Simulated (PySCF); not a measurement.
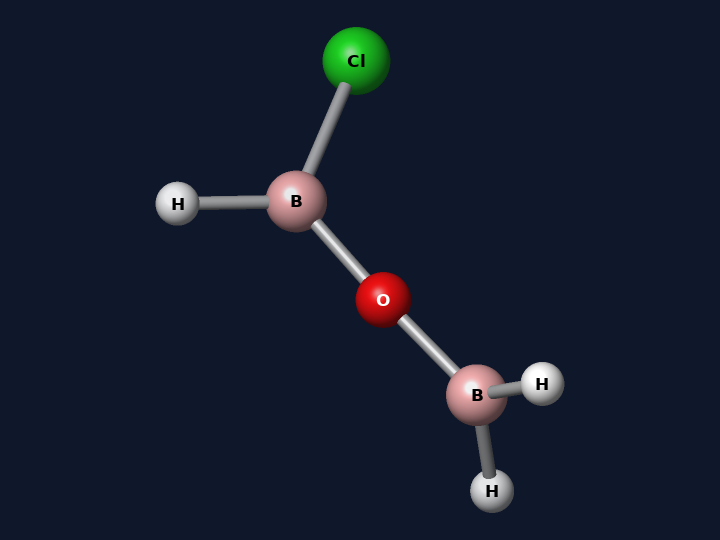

Ball-and-stick drawing of a structure. Every bond is drawn as one stick, whatever its order.

Computed geometry: GFN2-xTB optimisation. No frequency run is at hand to confirm it as a minimum.

Which formula does it have?

B₂ClH₃O, 7 atoms: 2 boron, 1 chlorine, 3 hydrogen and 1 oxygen.

Name some functional groups or characteristic bonds that it holds.

Among them: B–H bond.

How many sets of symmetry-equivalent atoms are there?

6: 1 B, 1 O, 1 B, 1 Cl, 2 H, 1 H.

Give a SMILES string for it.

BOBCl

The parts below concern this one geometry. Atoms keep their numbers from picture to picture.

Geometry

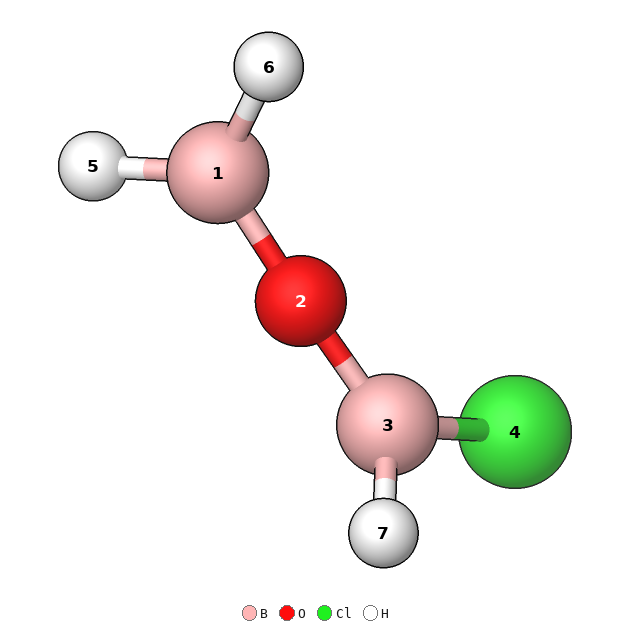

No frequency run is at hand to confirm it as a minimum.

What are the angles O2–B1–H5, H5–B1–H6, B1–O2–B3, O2–B3–Cl4, O2–B3–H7, Cl4–B3–H7?

```csv
angle,degrees
O2–B1–H5,119.1
H5–B1–H6,121.8
B1–O2–B3,176.6
O2–B3–Cl4,119.1
O2–B3–H7,122.2
Cl4–B3–H7,118.7
```

Polarisability

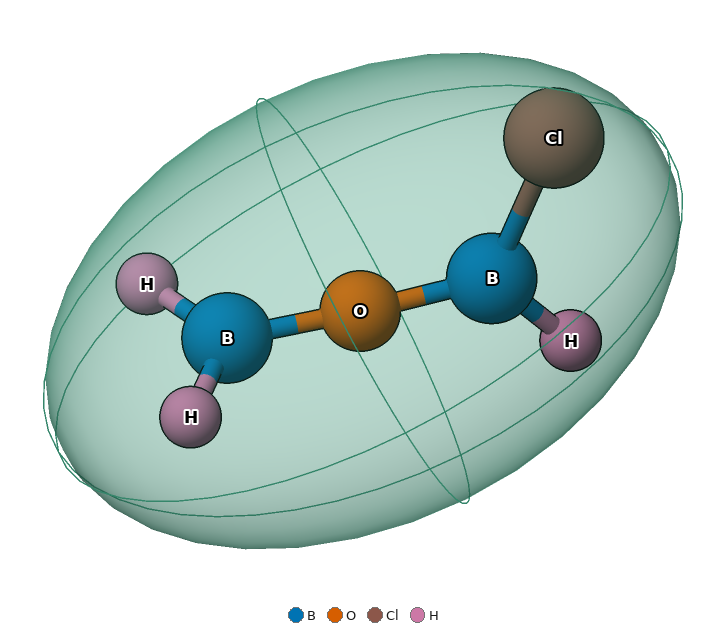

The ellipsoid shows the static dipole polarisability: its half-axes are proportional to the principal values. No frequency run is at hand to confirm it as a minimum. Level of theory: ωB97X-D/def2-SVPD (PySCF 2.14.0).

Give the principal values, the mean and the anisotropy.

Principal values 37.5, 41.6, 60.2 bohr³; mean 46.4 bohr³ (6.88 Å³); anisotropy 21.0 bohr³, so the longest axis is 1.61 times the shortest.

Excitation

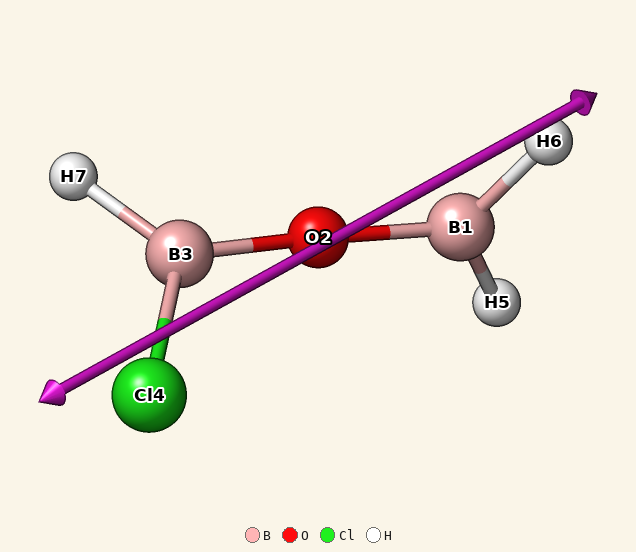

The double arrow shows the direction of the transition dipole to excited singlet state 3 (its length means nothing). No frequency run is at hand to confirm it as a minimum. Level of theory: TDDFT ωB97X-D/def2-SVPD, vertical, gas phase, core orbitals frozen in the response (PySCF 2.14.0).

How is the transition polarised?

Close to the long direction B1···Cl4.

Where does the transition lie, and how strong is it?

7.74 eV (160 nm), oscillator strength 0.25, mainly HOMO → LUMO+1 (weight 0.91); transition dipole 2.92 D.

Core levels

No frequency run is at hand to confirm it as a minimum. Properties computed with delta-SCF UKS SCAN, pcX-2 on the ionised atom, pcseg-1 elsewhere, spin-free X2C (PySCF 2.14.0).

Give the core-electron binding energies (to vacuum; p and d levels without spin–orbit splitting) of B1 1s, O2 1s, B3 1s, Cl4 1s, Cl4 2p.

```csv
atom,level,binding energy (eV)
B1,1s,197.5
O2,1s,540.2
B3,1s,198.2
Cl4,1s,2829.0
Cl4,2p,206.9
```

The geometry is semi-empirical. Around B such bond lengths and angles can be off by a tenth of an ångström or more and by several degrees, and values that hang on the shape move with them.
